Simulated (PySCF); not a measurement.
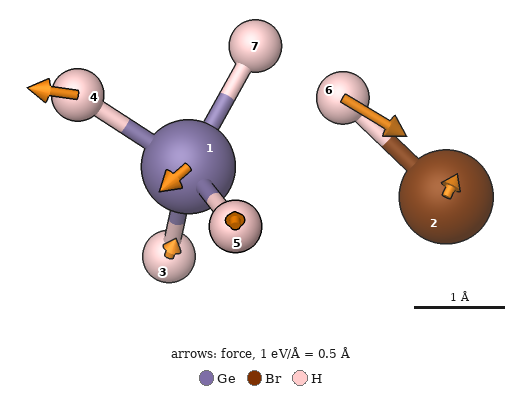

Starting geometry of GeH5Br (started from a transition state, displaced along its imaginary mode) with the computed forces as orange arrows. A ball-and-stick model, seen at a tilt.

Theory: PySCF 2.14.0, RKS PBE0-D4/def2-TZVP, density fitting. 

### Is this structure relaxed? If not, where do the atoms go?

It isn't relaxed: the largest force vector, on H6, is 1.71 eV/Å. The final displacements follow the starting forces only in part (cosine between the two patterns 0.69). Over 12 geometry steps the energy falls by 23.5 kcal/mol. The atom that moves furthest after the best rigid fit is Br2 (0.96 Å). By element the largest moves are Br 0.96 Å, H 0.87 Å, Ge 0.41 Å. Some distances before and after: Ge1–Br2 3.004 → 4.323 Å, Ge1–H6 1.986 → 3.113 Å, Br2–H6 1.605 → 1.424 Å, Ge1–H7 1.593 → 1.541 Å. Among the angles between lasting bonds that change: H4–Ge1–H7 88.9° → 108.5°, H5–Ge1–H7 115.0° → 108.9°, H3–Ge1–H7 114.4° → 108.8°.
